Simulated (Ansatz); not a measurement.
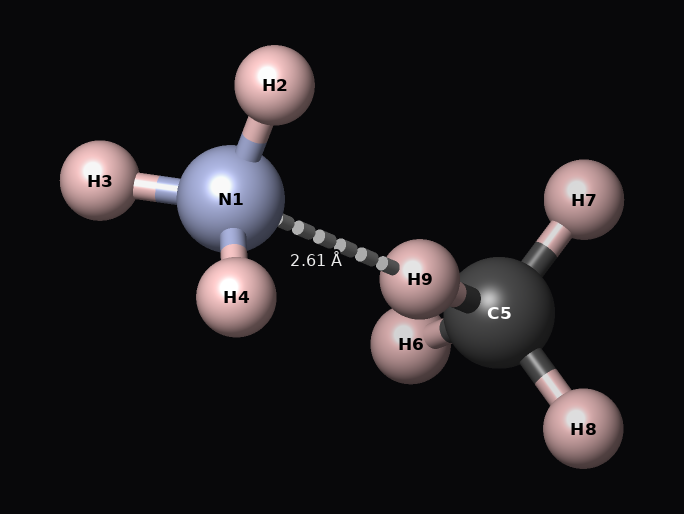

Two molecules or ions; the broken line marks their closest contact (measured against van der Waals radii). The geometry was computed by an optimisation with PBE0-D4/def2-TZVP. Program: Ansatz 0.2.0.

### Which two species are they?

NH3 and CH4 (`C.N`).

Give the counterpoise-corrected interaction energy (kcal/mol, monomers kept as in the pair) with CCSD(T)/CBS (MP2 limit from def2-TZVPPD and def2-QZVPPD plus CCSD(T) − MP2).

```json
{"level": "CCSD(T)/CBS (MP2 limit from def2-TZVPPD and def2-QZVPPD plus CCSD(T) − MP2)", "interaction energy (kcal/mol)": "−0.7"}
```
